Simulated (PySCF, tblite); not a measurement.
# C₄H₁₆O₁₈Si₈: electronic excitations, NMR shifts

What do calculations give for the electronic excitations, NMR shifts of C₄H₁₆O₁₈Si₈ (`CC[Si@@]12O[Si@@]3(O)O[Si@]4(O)O[Si@@]5(O)O[Si@@](O)(O[Si@@](O)(O4)O1)O[Si@](CC)(O[Si@](O)(O5)O3)O2`)?

Computed with tblite 0.8.0 and PySCF 2.14.0 and routines of our own; the level stands in each step. Atoms count from 0.

## (1) The starting structure

46 atoms, charge 0, multiplicity 1; geometry from: force field, distance geometry or constructed start.

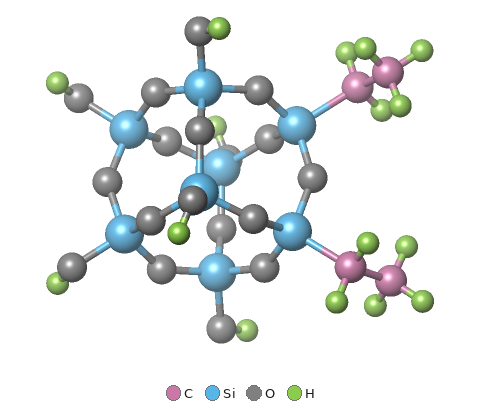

The starting geometry (carbon pink, silicon blue, oxygen grey, hydrogen green).

## (2) Relaxing the molecule with GFN2-xTB

The job: settings as JSON, then the geometry in Å.

```
{"job": {"kind": "relax", "xc": "GFN2-xTB", "basis": "xTB"}, "charge": 0, "multiplicity": 1}
C      0.650700     4.244600     1.597000
C      0.014100     3.828200     0.270400
Si    -0.287600     1.946300     0.101300
O     -0.953400     1.668100    -1.386100
Si    -1.512400     0.519700    -2.405500
O     -2.012000     1.294900    -3.786700
O     -2.816100    -0.238900    -1.789400
Si    -3.342700    -1.182800    -0.558600
O     -4.958000    -1.463800    -0.798900
O     -2.599300    -2.641300    -0.554800
Si    -1.148100    -3.384100    -0.403300
O     -1.406200    -5.012000    -0.563600
O     -0.127300    -2.935300    -1.590500
Si     0.688000    -1.678100    -2.257900
O      1.546000    -2.242400    -3.547100
O     -0.337000    -0.535600    -2.818900
O      1.756200    -1.030000    -1.198400
Si     1.936900    -0.281100     0.251000
C      3.797400     0.053100     0.541900
C      4.459600     0.943300    -0.501900
O      1.377900    -1.228300     1.472400
Si     0.070900    -1.984400     2.100800
O      0.568300    -2.760100     3.481800
O     -0.500200    -3.131100     1.076600
O     -1.090800    -0.912700     2.520900
Si    -2.136300     0.206900     1.948700
O     -2.986000     0.787000     3.238500
O     -3.194400    -0.439100     0.887100
O     -1.322800     1.472100     1.289600
O      1.149600     1.167200     0.250200
H      0.013800     3.974700     2.447100
H      1.622000     3.776400     1.744200
H      0.787600     5.331800     1.617000
H      0.667900     4.138000    -0.544600
H     -0.940900     4.341300     0.148600
H     -2.898100     1.674400    -3.726100
H     -5.412700    -1.851100    -0.039500
H     -1.606200    -5.287000    -1.470600
H      1.831600    -1.563300    -4.167200
H      3.905700     0.512100     1.529800
H      4.311500    -0.918400     0.570700
H      5.522800     1.073900    -0.264000
H      3.993200     1.933100    -0.541800
H      4.391800     0.502100    -1.507400
H      0.972400    -3.624500     3.315400
H     -2.449700     0.955800     4.022000
```

The run is started by

```console
> OMP_NUM_THREADS=2 python large_run.py task.json out
```

This one command runs all jobs of the session in turn.

Output:

```text
step      E/eV     max force
  0   -2868.49748    1.380
  1   -2868.69645    0.724
  2   -2868.82443    0.848
  3   -2868.91934    0.836
  4   -2868.98921    0.339
  5   -2869.00541    0.209
  6   -2869.02221    0.217
  7   -2869.03715    0.261
  8   -2869.04760    0.169
  9   -2869.05280    0.119
 10   -2869.05711    0.124
 11   -2869.06288    0.133
 12   -2869.06886    0.153
 13   -2869.07311    0.138
 14   -2869.07571    0.107
 15   -2869.07763    0.086
 16   -2869.07851    0.072
 17   -2869.07937    0.046
 18   -2869.08016    0.054
 19   -2869.08103    0.051
 20   -2869.08179    0.044
 21   -2869.08263    0.056
 22   -2869.08353    0.071
 23   -2869.08430    0.053
 24   -2869.08477    0.030
 25   -2869.08510    0.025
 26   -2869.08550    0.048
 27   -2869.08606    0.064
 28   -2869.08667    0.051
 29   -2869.08718    0.034
 30   -2869.08757    0.033
 31   -2869.08794    0.052
 32   -2869.08830    0.050
 33   -2869.08854    0.024
 34   -2869.08868    0.021
 35   -2869.08879    0.023
 36   -2869.08892    0.034
 37   -2869.08907    0.031
 38   -2869.08920    0.021
 39   -2869.08932    0.020
```

Run time: 3.9 s. Hardware: 2 threads of Arm Neoverse N1, shared host; peak memory 0.18 GiB.

Along the way:

```tsv
step	energy from step 0 (eV)	largest force (eV/Å)
0	0.0000	1.3807
1	-0.1990	0.7248
2	-0.3270	0.8475
3	-0.4219	0.8360
4	-0.4917	0.3390
5	-0.5079	0.2097
6	-0.5247	0.2163
7	-0.5397	0.2602
8	-0.5501	0.1691
10	-0.5596	0.1231
12	-0.5714	0.1531
15	-0.5802	0.0856
17	-0.5819	0.0455
20	-0.5843	0.0439
22	-0.5860	0.0712
25	-0.5876	0.0248
27	-0.5886	0.0643
30	-0.5901	0.0333
32	-0.5908	0.0498
35	-0.5913	0.0231
36	-0.5914	0.0342
37	-0.5916	0.0314
38	-0.5917	0.0215
39	-0.5918	0.0198
```

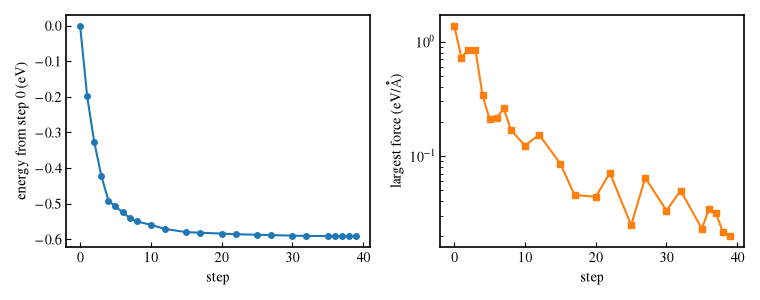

Energy and largest force along the relaxation.

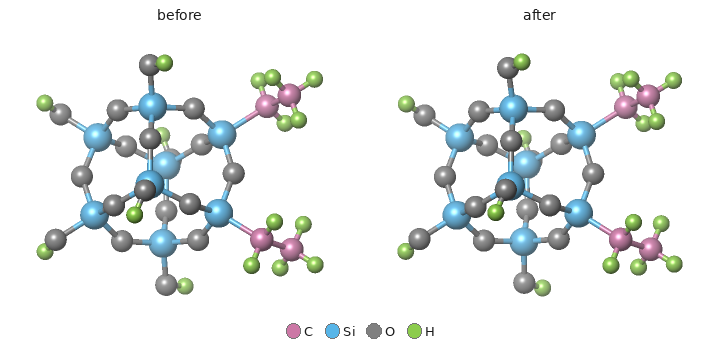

The geometry before (left) and after (right).

Distances of close pairs at the start and the end, largest changes first:

```tsv
bond	before (Å)	after (Å)	change (Å)
Si4–O5	1.661	1.611	-0.050
Si21–O22	1.660	1.611	-0.050
Si7–O8	1.657	1.610	-0.047
Si10–O11	1.656	1.610	-0.046
Si25–O26	1.650	1.611	-0.039
Si13–O14	1.648	1.611	-0.038
Si2–O3	1.653	1.619	-0.034
O12–Si13	1.640	1.607	-0.034
```

The next job starts from the end point, and lists it.

## (3) Electronic excitations: TDA B3LYP/def2-SVP

The job: settings as JSON, then the geometry in Å.

```
{"job": {"kind": "uv", "basis": "def2-SVP", "grid": 1, "kgrid": 0, "vcut": 1.5, "nstates": 6, "ntriplets": 2, "tda": true, "delta": ["ip_vertical"], "pop": true, "xc": "B3LYP"}, "charge": 0, "multiplicity": 1}
C      0.636904     4.197834     1.592295
C     -0.000195     3.780432     0.268615
Si    -0.290425     1.916522     0.121642
O     -0.970018     1.657711    -1.324724
Si    -1.525739     0.547321    -2.355727
O     -1.953875     1.260891    -3.734629
O     -2.813167    -0.199391    -1.728488
Si    -3.290761    -1.145241    -0.521592
O     -4.855587    -1.375508    -0.824351
O     -2.525690    -2.566925    -0.540021
Si    -1.102470    -3.319596    -0.417504
O     -1.330272    -4.911783    -0.498814
O     -0.119528    -2.860672    -1.613366
Si     0.652479    -1.608094    -2.258412
O      1.438747    -2.246301    -3.510738
O     -0.361828    -0.470310    -2.793054
O      1.718593    -0.972595    -1.223810
Si     1.909822    -0.270100     0.223538
C      3.751615     0.031806     0.534362
C      4.409681     0.930027    -0.510811
O      1.384586    -1.235861     1.411793
Si     0.108013    -1.986967     2.052696
O      0.538728    -2.697926     3.432187
O     -0.445446    -3.110927     1.033142
O     -1.020876    -0.933347     2.496656
Si    -2.062518     0.176574     1.956201
O     -2.974101     0.688816     3.181093
O     -3.125522    -0.437375     0.919997
O     -1.268585     1.431338     1.318654
O      1.134112     1.152888     0.242105
H     -0.003622     3.910822     2.420902
H      1.596751     3.705480     1.717852
H      0.788866     5.275529     1.623463
H      0.637686     4.109619    -0.551461
H     -0.948174     4.304502     0.150121
H     -2.815204     1.665446    -3.800024
H     -5.402345    -1.784403    -0.158182
H     -1.567462    -5.305160    -1.334836
H      1.812332    -1.668722    -4.171437
H      3.879750     0.480885     1.519144
H      4.275267    -0.923466     0.561683
H      5.464159     1.077523    -0.282954
H      3.918409     1.898316    -0.535363
H      4.324179     0.480237    -1.495514
H      0.948994    -3.558560     3.402346
H     -2.558520     0.928314     4.005481
```

With the program's defaults for keys left out, this is: TDA B3LYP/def2-SVP, vertical, gas phase, core orbitals frozen in the response, virtual orbitals cut by energy.

Output:

```text
start: PBE on a coarse grid of 44077 points
cycle   1  E = -3826.2136338650  dE =  7.093e+00  |g| = 3.143e+00  |ddm| = 8.348e+00
cycle   2  E = -3822.5098058530  dE =  3.704e+00  |g| = 5.366e+00  |ddm| = 6.648e+00
cycle   3  E = -3828.0219252411  dE = -5.512e+00  |g| = 3.441e-01  |ddm| = 4.617e+00
cycle   4  E = -3828.0367703537  dE = -1.485e-02  |g| = 2.465e-01  |ddm| = 5.059e-01
cycle   5  E = -3828.0479214826  dE = -1.115e-02  |g| = 5.323e-02  |ddm| = 2.007e-01
cycle   6  E = -3828.0484792043  dE = -5.577e-04  |g| = 1.266e-02  |ddm| = 5.705e-02
cycle   7  E = -3828.0485072660  dE = -2.806e-05  |g| = 5.494e-03  |ddm| = 1.427e-02
final grid: 186663 points
cycle   8  E = -3831.7951242539  dE = -6.871e-03  |g| = 2.350e-01  |ddm| = 4.636e-01
cycle   9  E = -3831.7856892703  dE =  9.435e-03  |g| = 3.282e-01  |ddm| = 3.949e-01
cycle  10  E = -3831.8050019130  dE = -1.931e-02  |g| = 9.004e-03  |ddm| = 2.306e-01
cycle  11  E = -3831.8050178700  dE = -1.596e-05  |g| = 4.196e-03  |ddm| = 1.179e-02
cycle  12  E = -3831.8050219330  dE = -4.063e-06  |g| = 1.260e-03  |ddm| = 3.600e-03
cycle  13  E = -3831.8050235872  dE = -1.654e-06  |g| = 2.298e-04  |ddm| = 1.236e-03
cycle  14  E = -3831.8050221447  dE =  1.442e-06  |g| = 1.163e-04  |ddm| = 2.809e-04
cycle  15  E = -3831.8050208136  dE =  1.331e-06  |g| = 2.844e-05  |ddm| = 1.019e-04
converged SCF energy = -3831.8050208136

Static polarisability (au): isotropic 196.914, principal 190.630 194.781 205.331

Singlet excitations
state   eV       nm        f      main configurations
  1   7.2273    171.5   0.02008   H->L 0.99
  2   7.3974    167.6   0.00011   H-2->L 0.49, H-3->L 0.46
  3   7.4026    167.5   0.05020   H-1->L 0.98
  4   7.5806    163.6   0.00006   H-3->L 0.48, H-2->L 0.48
  5   7.5925    163.3   0.00004   H-4->L 0.93
  6   7.6450    162.2   0.00276   H-5->L 0.96

Triplet excitations (Tamm-Dancoff, eV): 7.1623 7.2829
```

Wall time 11 min (2 threads of Arm Neoverse N1, shared host); peak memory 1.8 GiB.

Warnings kept with the result: ip_vertical: open-shell SCF did not converge.

The orbitals next to the gap, with their largest atomic shares:

```tsv
orbital	eV	atoms
HOMO−4	-8.72	O8 25 %, O11 23 %, O9 13 %
HOMO−3	-8.72	O23 11 %, O27 9 %, O20 8 %
HOMO−2	-8.67	O29 11 %, O26 10 %, O14 10 %
HOMO−1	-8.41	C1 18 %, C18 18 %, Si2 10 %
HOMO	-8.23	C18 19 %, C1 19 %, Si17 10 %
LUMO	-0.35	Si7 8 %, Si10 8 %, Si13 7 %
LUMO+1	1.12	H45 19 %, H38 17 %, Si25 8 %
LUMO+2	1.12	H42 8 %, H31 7 %, H36 6 %
LUMO+3	1.27	H35 18 %, H44 18 %, Si4 7 %
```

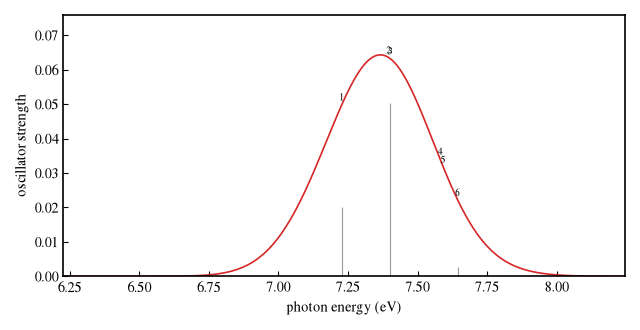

Absorption spectrum from the 6 singlet states computed; above the last one it falls off for lack of states. Lines are broadened to a width of 0.40 eV (Gaussian).

Ground-state properties from the same run:

```tsv
property	computed
dipole moment (D)	0.86
polarisability (Å³)	29.18
HOMO–LUMO gap (eV)	7.89
−ε(HOMO) (eV)	8.23
```

## (4) NMR shifts: GIAO KT3/pcSseg-1

The job, as its differences from that of step 3:

```diff
@@ -1,2 +1,2 @@
-{"job": {"kind": "uv", "basis": "def2-SVP", "grid": 1, "kgrid": 0, "vcut": 1.5, "nstates": 6, "ntriplets": 2, "tda": true, "delta": ["ip_vertical"], "pop": true, "xc": "B3LYP"}, "charge": 0, "multiplicity": 1}
+{"job": {"kind": "nmr", "xc": "KT3", "basis": "pcSseg-1", "pop": false}, "charge": 0, "multiplicity": 1}
 C      0.636904     4.197834     1.592295
```

With the program's defaults for keys left out, this is: GIAO KT3/pcSseg-1 NMR shielding, non-relativistic, gas phase.

Output:

```text
start: PBE on a coarse grid of 44077 points
cycle   1  E = -3828.2341045317  dE =  7.168e+00  |g| = 3.336e+00  |ddm| = 7.756e+00
cycle   2  E = -3824.2545560649  dE =  3.980e+00  |g| = 5.692e+00  |ddm| = 6.080e+00
cycle   3  E = -3830.0885517856  dE = -5.834e+00  |g| = 3.766e-01  |ddm| = 4.439e+00
cycle   4  E = -3830.1035249942  dE = -1.497e-02  |g| = 2.797e-01  |ddm| = 4.724e-01
cycle   5  E = -3830.1170968723  dE = -1.357e-02  |g| = 5.390e-02  |ddm| = 1.948e-01
cycle   6  E = -3830.1176276271  dE = -5.308e-04  |g| = 1.472e-02  |ddm| = 5.362e-02
cycle   7  E = -3830.1176679726  dE = -4.035e-05  |g| = 6.090e-03  |ddm| = 1.387e-02
final grid: 382980 points
cycle   8  E = -3871.8851292841  dE = -7.579e-02  |g| = 5.276e-01  |ddm| = 9.063e-01
cycle   9  E = -3871.8428535383  dE =  4.228e-02  |g| = 6.703e-01  |ddm| = 7.136e-01
cycle  10  E = -3871.9167412118  dE = -7.389e-02  |g| = 1.297e-01  |ddm| = 4.897e-01
cycle  11  E = -3871.9190727755  dE = -2.332e-03  |g| = 2.134e-02  |ddm| = 9.397e-02
cycle  12  E = -3871.9191624598  dE = -8.968e-05  |g| = 3.381e-03  |ddm| = 1.627e-02
cycle  13  E = -3871.9191632520  dE = -7.923e-07  |g| = 9.396e-04  |ddm| = 3.733e-03
cycle  14  E = -3871.9191606981  dE =  2.554e-06  |g| = 3.676e-04  |ddm| = 9.948e-04
cycle  15  E = -3871.9191620553  dE = -1.357e-06  |g| = 8.045e-05  |ddm| = 3.308e-04
converged SCF energy = -3871.9191620553

GIAO shielding tensors (ppm)
atom      isotropic    diamagn.    paramagn.     s11        s22        s33       span
  0 C      173.863     248.930     -75.067    166.633    169.374    185.582     18.949
  1 C      172.664     261.675     -89.010    165.579    170.286    182.127     16.548
  2 Si     435.340     900.896    -465.556    412.600    418.087    475.333     62.733
  3 O      221.245     419.218    -197.973    192.754    196.341    274.641     81.887
  4 Si     466.275     895.288    -429.013    448.963    458.465    491.396     42.433
  5 O      289.110     385.325     -96.215    265.494    270.638    331.199     65.705
  6 O      238.786     413.522    -174.736    207.122    224.189    285.046     77.924
  7 Si     466.571     892.192    -425.621    451.331    456.617    491.765     40.433
  8 O      288.161     381.091     -92.930    264.997    270.770    328.717     63.720
  9 O      230.994     412.700    -181.706    200.996    210.800    281.187     80.191
 10 Si     466.592     892.187    -425.596    451.290    456.714    491.770     40.480
 11 O      288.157     381.103     -92.946    264.978    270.747    328.745     63.767
 12 O      238.646     413.786    -175.140    207.225    222.878    285.834     78.609
 13 Si     466.178     895.462    -429.284    449.143    457.927    491.464     42.322
 14 O      288.142     385.456     -97.314    264.717    271.823    327.886     63.169
 15 O      238.362     415.630    -177.268    207.557    223.112    284.417     76.860
 16 O      226.195     419.672    -193.477    195.114    207.858    275.614     80.500
 17 Si     435.356     900.882    -465.526    412.536    418.187    475.345     62.809
 18 C      172.643     261.661     -89.018    165.553    170.240    182.137     16.583
 19 C      173.863     248.924     -75.061    166.627    169.380    185.583     18.956
 20 O      221.271     419.235    -197.964    192.758    196.331    274.723     81.965
 21 Si     466.295     895.285    -428.990    448.905    458.538    491.440     42.535
 22 O      289.101     385.325     -96.224    265.467    270.596    331.240     65.773
 23 O      238.743     413.509    -174.766    207.088    224.168    284.973     77.886
 24 O      238.299     415.614    -177.314    207.518    223.005    284.375     76.857
 25 Si     466.215     895.470    -429.254    449.385    457.728    491.533     42.148
 26 O      288.117     385.458     -97.341    264.780    271.828    327.743     62.963
 27 O      238.722     413.765    -175.043    207.308    222.990    285.867     78.559
 28 O      226.174     419.706    -193.532    195.049    207.869    275.604     80.555
 29 O      220.710     423.493    -202.783    189.024    201.700    271.407     82.383
 30 H       30.848      33.591      -2.743     25.543     31.244     35.756     10.213
 31 H       30.820      35.237      -4.416     25.289     31.677     35.495     10.206
 32 H       30.563      27.013       3.550     25.194     27.344     39.151     13.957
 33 H       31.069      36.624      -5.555     26.418     30.570     36.219      9.801
 34 H       31.080      34.209      -3.129     25.922     30.643     36.674     10.752
 35 H       29.970      31.259      -1.289     21.261     24.246     44.402     23.140
 36 H       29.975      28.523       1.452     21.206     24.218     44.502     23.297
 37 H       29.974      28.538       1.436     21.203     24.220     44.498     23.295
 38 H       29.950      33.084      -3.134     21.408     24.303     44.140     22.733
 39 H       31.066      36.623      -5.556     26.415     30.576     36.208      9.793
 40 H       31.074      34.201      -3.127     25.915     30.643     36.665     10.750
 41 H       30.563      27.003       3.560     25.194     27.344     39.150     13.956
 42 H       30.820      35.225      -4.405     25.287     31.677     35.497     10.210
 43 H       30.845      33.570      -2.725     25.541     31.237     35.757     10.216
 44 H       29.966      31.248      -1.282     21.255     24.248     44.395     23.140
 45 H       29.950      33.110      -3.160     21.409     24.295     44.147     22.738
```

It took 99 s on 2 threads of Arm Neoverse N1, shared host; peak memory 1.2 GiB.

The references, computed at this level on geometries of the same kind, shield at (ppm): 1H TMS 31.76, 13C TMS 184.7, 29Si TMS 361.7, 17O H2O 330.8. Their shielding less the atom's gives the shift. The references are single molecules in the gas phase, so shifts against H2O, NH3, PH3, H3PO4 or CFCl3 are not on the usual liquid scales and can be off by tens of ppm. Atoms listed in one row are averaged.

```tsv
atoms	environment	σ (ppm)	δ (ppm)
C1, C18	sp3 CH2 bonded to Si	172.7	12.1
C0, C19	methyl carbon	173.9	10.9
H35, H38, H44, H45	hydrogen on an oxygen bonded to Si	29.96	1.80
H36, H37	hydrogen on an oxygen bonded to Si	29.97	1.79
H30, H31, H32, H41, H42, H43	hydrogen on a methyl carbon	30.74	1.02
H33, H34, H39, H40	hydrogen on an sp3 CH2 bonded to Si	31.07	0.69
Si2, Si17	silicon bonded to C, 3 O, in a 8-membered ring	435.3	-73.7
Si4, Si13, Si21, Si25	silicon bonded to 4 O, in a 8-membered ring	466.2	-104.6
Si7, Si10	silicon bonded to 4 O, in a 8-membered ring	466.6	-104.9
O29	oxygen bonded to 2 Si, in a 8-membered ring	220.7	110.1
O3, O16, O20, O28	oxygen bonded to 2 Si, in a 8-membered ring	223.7	107.1
O9	oxygen bonded to 2 Si, in a 8-membered ring	231.0	99.8
O15, O24	oxygen bonded to 2 Si, in a 8-membered ring	238.3	92.5
O6, O12, O23, O27	oxygen bonded to 2 Si, in a 8-membered ring	238.7	92.1
O8, O11	oxygen bonded to Si, H	288.2	42.6
O5, O14, O22, O26	oxygen bonded to Si, H	288.6	42.2
```

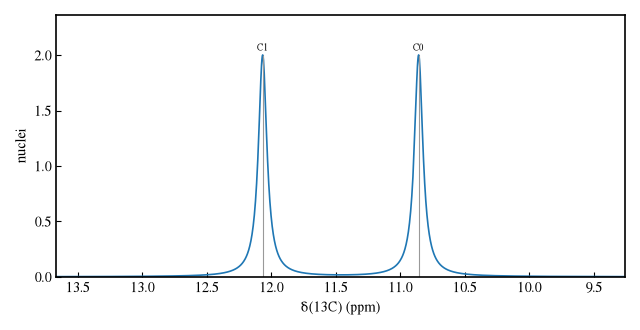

13C lines at the computed shifts, without couplings. Lines are broadened to a width of 0.08 ppm (Lorentzian).

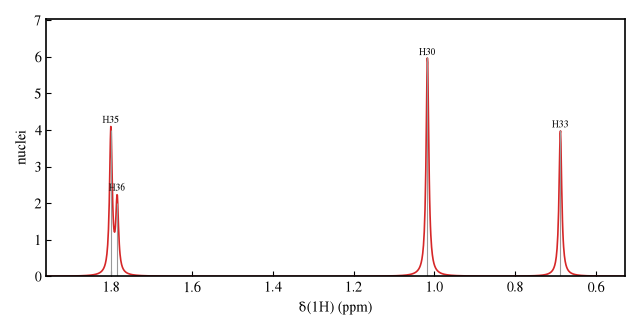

1H lines at the computed shifts, without couplings. Lines are broadened to a width of 0.01 ppm (Lorentzian).

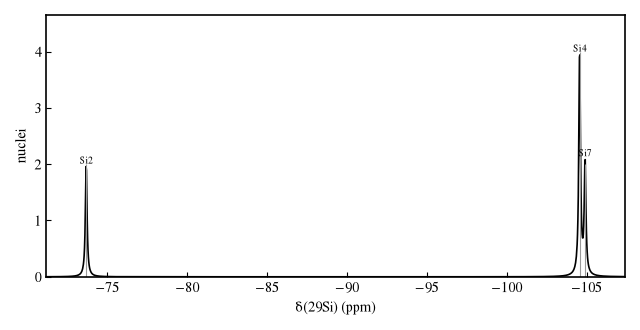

29Si lines at the computed shifts, without couplings. Lines are broadened to a width of 0.12 ppm (Lorentzian).

Ring of atoms Si2, O3, Si4, O6, Si7, Si25, O27, O28: NICS(0) -1.3, NICS(1) -0.8, NICS(1)zz 3.0 ppm (means of both faces).

Ring of atoms Si2, O3, Si4, Si13, O15, O16, Si17, O29: NICS(0) -1.2, NICS(1) -0.8, NICS(1)zz 3.1 ppm (means of both faces).

Ring of atoms Si4, O6, Si7, O9, Si10, O12, Si13, O15: NICS(0) -1.5, NICS(1) -0.9, NICS(1)zz 2.8 ppm (means of both faces).

## (5) Summary of results

| quantity | value |
| --- | --- |
| lowest singlet (B3LYP/def2-SVP) | 7.23 eV (172 nm), f = 0.020 |
| brightest single state of those computed | state 3, 7.40 eV, f = 0.050 |
| lowest triplet | 7.16 eV |
| 13C shifts against TMS (KT3/pcSseg-1, means over atoms taken as alike) | 12.1, 10.9 ppm |
| 1H shifts against TMS (KT3/pcSseg-1, means over atoms taken as alike) | 1.80, 1.79, 1.02, 0.69 ppm |
| 29Si shifts against TMS (KT3/pcSseg-1, means over atoms taken as alike) | -73.7, -104.6, -104.9 ppm |
| 17O shifts against H2O (KT3/pcSseg-1, means over atoms taken as alike) | 110.1, 107.1, 99.8, 92.5, 92.1, 42.6, 42.2 ppm |

**Reading.** The first singlet state (HOMO→LUMO 0.99) lies at 7.23 eV and is weak; of the 6 states computed, the strongest absorption comes from state 3 at 7.40 eV. The lowest triplet lies 0.06 eV below the lowest singlet. The basis of B3LYP/def2-SVP has no diffuse functions, so Rydberg states are missing and the high states are unreliable.
